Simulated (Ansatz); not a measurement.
TiH5O4F: several calculations on one system

## 1. Relaxation

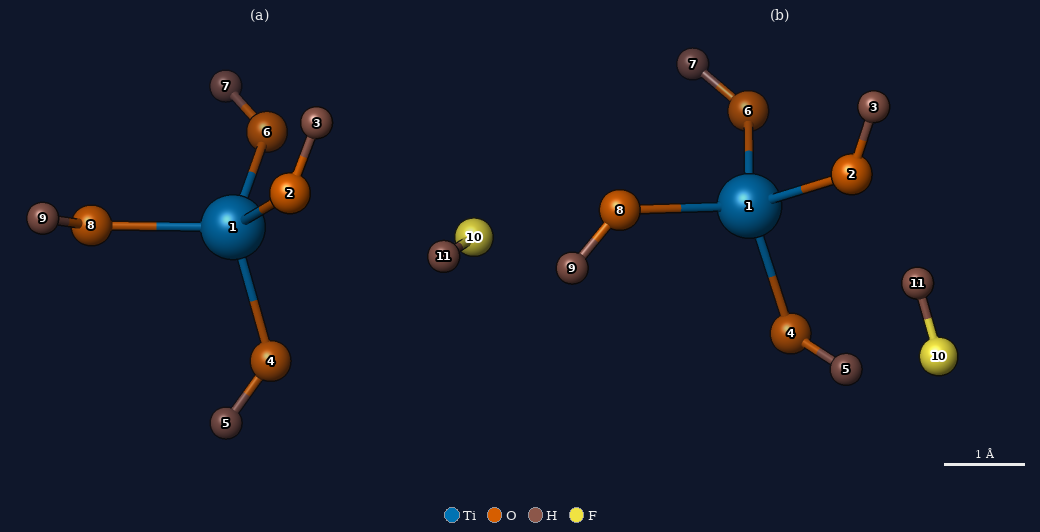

The structure of TiH5O4F before (left) and after (right) a relaxation, at one scale.

Style: ball-and-stick. Shown at a tilt.

The run prepares an end point of a later path (reaction) calculation, from a guessed geometry.

Method: RKS B3LYP-D4/def2-SVP (Ansatz). Set-up: no spin polarisation; force threshold 0.03 eV/Å; at most 50 steps.

Summarise the run.

Answer. After 41 accepted moves (48 points after the start) the energy has fallen by 47.1 kJ/mol. The largest force component goes from 1.1 to 0.018 eV/Å. The line search rejected the trial steps at points 8, 11, 26, 40, 41, 44, 47 of the run. F10 moves most after the best rigid fit: 1.94 Å. By element the largest moves are F 1.94 Å, H 1.46 Å, O 0.84 Å, Ti 0.33 Å. Near-neighbour distances that change, for instance: Ti1–F10 3.030 → 3.335 Å, Ti1–H11 2.844 → 2.756 Å, F10–H11 0.927 → 0.961 Å, Ti1–O2 1.885 → 1.853 Å. Among the angles between lasting bonds that change: Ti1–O4–H5 129.1° → 116.8°, Ti1–O2–H3 121.8° → 130.4°, O2–Ti1–O4 109.0° → 102.0°. Groups turn about Ti1–O4 by about 105°, Ti1–O8 by about 100°. The run took 110 s on 4 threads of Arm Neoverse V2, on a shared host, peak memory 0.35 GiB.

Limits of the set-up: the start holds two separate molecules, 2.2 Å apart at their closest, whose relative position is a soft coordinate.

## 2. Relaxation

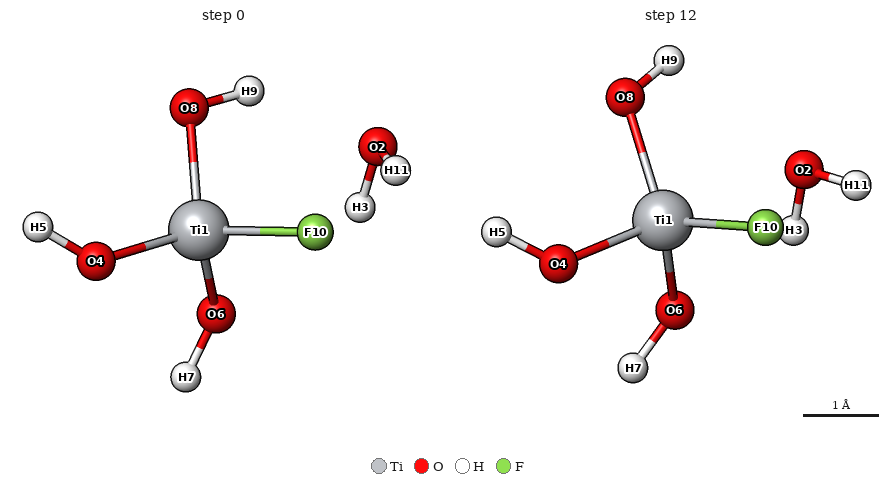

The structure of TiH5O4F before (left) and after (right) a relaxation, at one scale.

A ball-and-stick model, seen at a tilt.

The run prepares an end point of a later path (reaction) calculation, from a guessed geometry.

Computed with RKS B3LYP-D4/def2-SVP (Ansatz). Set-up: no spin polarisation; force threshold 0.03 eV/Å; at most 50 steps.

Question: Describe what moved and what it gained.

Answer: The energy falls by 10.8 kJ/mol in 10 accepted moves (12 points after the start). The largest force component goes from 0.65 to 0.019 eV/Å. The line search rejected the trial steps at points 9, 11 of the run. The atom that moves furthest after the best rigid fit is H9 (0.55 Å). Largest moves by element: H 0.55 Å, O 0.45 Å, Ti 0.27 Å, F 0.17 Å. Among the contacts that change: Ti1–O2 3.115 → 2.450 Å, Ti1–H3 3.022 → 2.586 Å, Ti1–H11 2.862 → 2.748 Å, Ti1–O6 1.800 → 1.836 Å. Bond angles that change, for instance: O8–Ti1–F10 105.0° → 115.6°, O4–Ti1–O6 113.5° → 103.9°, O4–Ti1–O8 111.9° → 102.4°.

## 3. Path

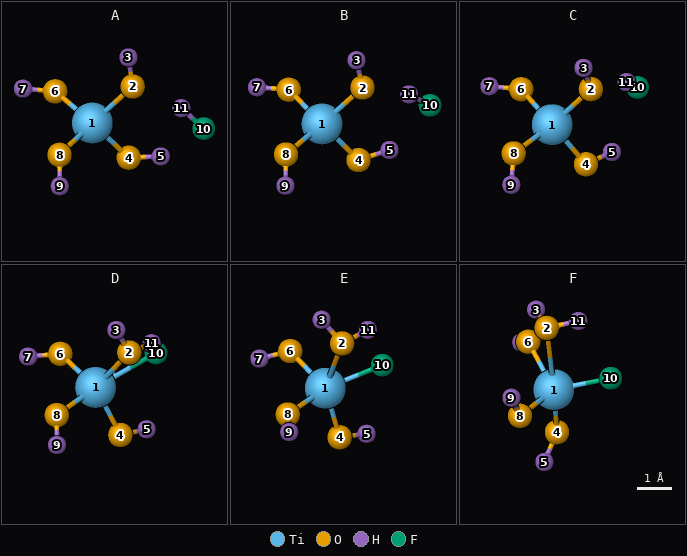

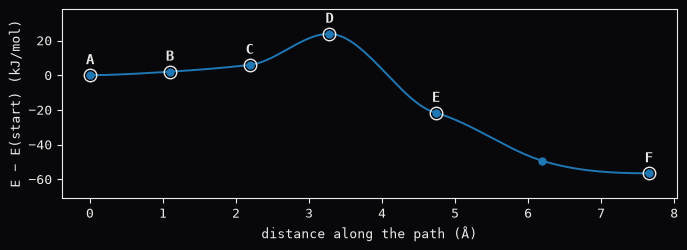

A nudged-elastic-band calculation for TiH5O4F. Images are numbered from 0 (start) to 6 (end). Frames A to F are images 0, 1, 2, 3, 4, 6. Style: ball-and-stick. Shown face on.

All numbers below come from Ansatz, RKS B3LYP-D4/def2-SVP. Set-up: 5 movable images; climbing image; force threshold 0.05 eV/Å; iteration limit 60; starting path through a guess of the saddle point.

Q: Read off the barrier and say what moves.

A: Forward barrier 23.9 kJ/mol, backward barrier 80.4 kJ/mol, with image 3 at the top; the reaction energy is −56.6 kJ/mol. Breaking: F10–H11 (0.96 → 1.15 at the top → 2.31 Å). Forming: O2–H11 (1.61 → 1.20 at the top → 0.97 Å), Ti1–F10 (3.33 → 2.18 at the top → 1.79 Å). The band is converged.
